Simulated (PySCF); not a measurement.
**Run report: C7H10N, EPR calculation**

System: C7H10N, multiplicity 2.
Method: UKS B3LYP, pcH-1 on C H N, non-relativistic, mean-field spin-orbit, GIAO (PySCF 2.14.0).

It belongs to a series of runs on one base structure; here: H removed from sp3 C.

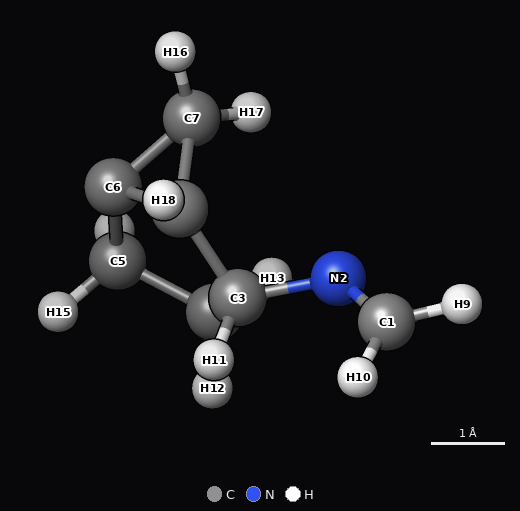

Figure 1. The structure as given in the input (ball-and-stick view, seen at a tilt; atoms are numbered from 1 in the order of the input).

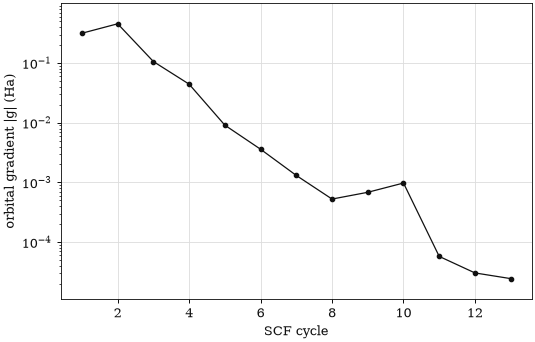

Figure 2. Convergence of the self-consistent field: orbital gradient |g| against the SCF cycle. All cycles printed in the log are drawn one after another.

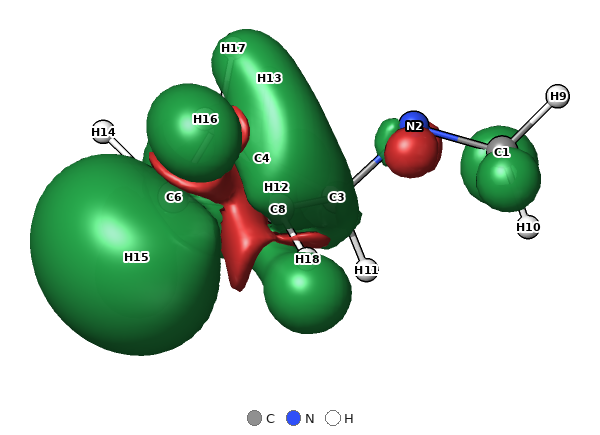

Figure 3. Isosurfaces of the spin density at +0.005 (green) and −0.005 e/Å³ (red), seen from the side. The unpaired spin (1 electron) lies mostly on C6 (about 0.7) and C8 (about 0.1), in electrons by Hirshfeld's partition.

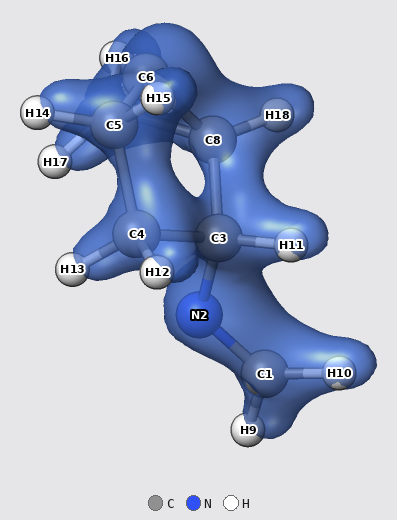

Figure 4. Isosurface of the total electron density at 1 e/Å³ (blue), seen at an oblique angle. At this value the surface is in one piece. On the grid the lowest density along these lines, outside the cores, is 2.1 e/Å³ (C–N, 1.25 Å), 1.5 e/Å³ (C–C, 1.47 Å), 1.6 e/Å³ (C–H, 1.08 Å) and 1.5 e/Å³ (C–N, 1.43 Å).

The input that produced these results follows, with the program's output.

## Input
```
{"job": {"kind": "epr", "basis": "pcH-1"}, "charge": 0, "multiplicity": 2}
C      2.772477     0.453528    -0.419849
N      1.582680     0.350834    -0.792825
C      0.596506    -0.229738     0.064112
C     -0.239488    -1.259872    -0.727541
C     -1.711823    -1.090062    -0.281677
C     -1.758383     0.316349     0.195934
C     -1.287746     1.449025    -0.610075
C     -0.413040     0.835704     0.485075
H      3.483137     0.919940    -1.086051
H      3.153391     0.098989     0.546098
H      1.041560    -0.681486     0.969172
H      0.121033    -2.275125    -0.570473
H     -0.145610    -1.021034    -1.786875
H     -2.410510    -1.290586    -1.093916
H     -1.935757    -1.769261     0.543961
H     -1.665267     2.436837    -0.387988
H     -1.036777     1.306709    -1.653429
H     -0.155144     1.455565     1.329929
```

The first line tells a small driver script what to run in PySCF; the rest is the geometry in Å.

Launch command:
```bash
OMP_NUM_THREADS=1 python <driver script> task.json out
```

## What the program printed
```
UKS, coarse grid
  cycle   1  E = -327.34903526  |g| = 3.16e-01
  cycle   2  E = -327.30365445  |g| = 4.55e-01
  cycle   3  E = -327.39989730  |g| = 1.06e-01
  cycle   4  E = -327.40402618  |g| = 4.43e-02
  cycle   5  E = -327.40490887  |g| = 9.11e-03
  cycle   6  E = -327.40495281  |g| = 3.60e-03
  cycle   7  E = -327.40496066  |g| = 1.31e-03
  cycle   8  E = -327.40496212  |g| = 5.27e-04
UKS, final grid
  cycle   1  E = -327.40501255  |g| = 6.84e-04
  cycle   2  E = -327.40501232  |g| = 9.78e-04
  cycle   3  E = -327.40501278  |g| = 5.77e-05
  cycle   4  E = -327.40501278  |g| = 3.05e-05
  cycle   5  E = -327.40501278  |g| = 2.45e-05
E = -327.40501278 Eh   <S^2> = 0.7529 (exact 0.7500)
g shifts (ppm)      1          2          3
  rmc          -155       -155       -155
  gc             13         19          1
  oz_so         -35        528       1025
  total        -177        392        871
hyperfine (MHz)  atom isotope    a_iso     a_fc   dipolar eigenvalues
    0   13C       3.62       3.62     -1.98     -1.49      3.46
    1   14N       2.78       2.78     -1.00      0.14      0.86
    2   13C      18.16      18.16     -1.87     -1.49      3.36
    3   13C      42.10      42.10     -4.98     -4.20      9.18
    4   13C       6.35       6.35     -4.18     -3.17      7.34
    5   13C     359.41     359.41    -69.57    -66.54    136.10
    6   13C      -7.66      -7.66     -7.62     -3.26     10.88
    7   13C      -9.73      -9.73     -6.32     -2.32      8.64
    8    1H      -1.33      -1.33     -1.03     -0.45      1.48
    9    1H      -1.50      -1.50     -0.69     -0.32      1.01
   10    1H      -1.19      -1.19     -2.17     -1.98      4.15
   11    1H       6.03       6.03     -3.30     -1.24      4.53
   12    1H      -1.37      -1.37     -3.33     -1.50      4.84
   13    1H       0.24       0.24     -5.34     -3.76      9.10
   14    1H      39.50      39.50     -6.17     -5.24     11.41
   15    1H      65.63      65.63     -6.80     -4.47     11.27
   16    1H      29.49      29.49     -5.91     -2.06      7.97
   17    1H      44.73      44.73     -5.74     -4.05      9.79
```

## Key numbers

- outcome: converged
- total energy: −327.405013 hartree
- ⟨S²⟩: 0.753
- isotropic g: 2.0027
- hardware: 1 CPU thread, shared host
- wall time: 84 s
- peak memory: 0.97 GiB
